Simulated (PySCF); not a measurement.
Input

```
{"job": {"kind": "nmr", "xc": "PBE0", "basis": "pcSseg-1"}, "charge": 0, "multiplicity": 1}
C      2.789821    -0.136022    -1.221122
C      2.011736     0.592884    -0.653008
B      1.036903     1.487882     0.046143
Si    -0.720980     0.838057     0.431652
C     -0.999801    -1.058127     0.574985
C     -1.442137    -0.521096    -0.745396
F     -2.792270    -0.524903    -0.974563
H      3.475228    -0.763350    -1.714632
H      1.382482     2.571011     0.337472
H     -1.869735     1.497078     1.057559
H     -1.793841    -1.414330     1.213597
H     -0.150613    -1.724167     0.551810
H     -0.931182    -0.844431    -1.644720
```

Command:

```sh
OMP_NUM_THREADS=1 python probes_run.py task.json out
```

Geometry: GFN2-xTB.

Level of theory: PySCF 2.14.0, PBE0/pcSseg-1, SCF density, gas phase, non-relativistic.

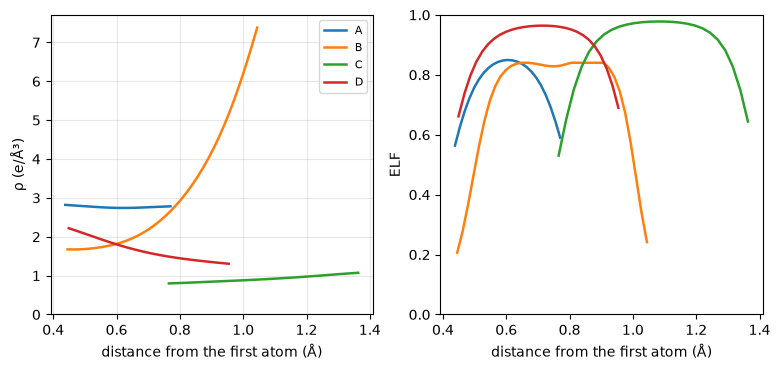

C$_{4}$H$_{6}$BFSi. Electron density and electron localisation function along straight lines between neighbouring atoms. The curves leave out the atomic cores.

**Which curve belongs to which contact (C–B, C–C, C–F and Si–B)? The first atom named is at distance zero.**

Curve A: C–C (1.21 Å): ρ at the midpoint is about 2.7 e/Å³; the ELF peaks at about 0.85 between the atoms (a multiple bond). Curve B: C–F (1.37 Å): ρ is about 2.1 e/Å³ halfway, with its minimum of 1.7 e/Å³ about 0.5 Å from C; the ELF peaks at about 0.85 between the atoms, as expected for a shared but strongly polarised pair. Curve C: Si–B (1.91 Å): ρ is about 0.86 e/Å³ halfway; the ELF peaks at about 1 between the atoms; a covalent bond. Curve D: C–B (1.50 Å): ρ is about 1.5 e/Å³ halfway; the ELF peaks at about 0.95 between the atoms: localised, covalent bonding.
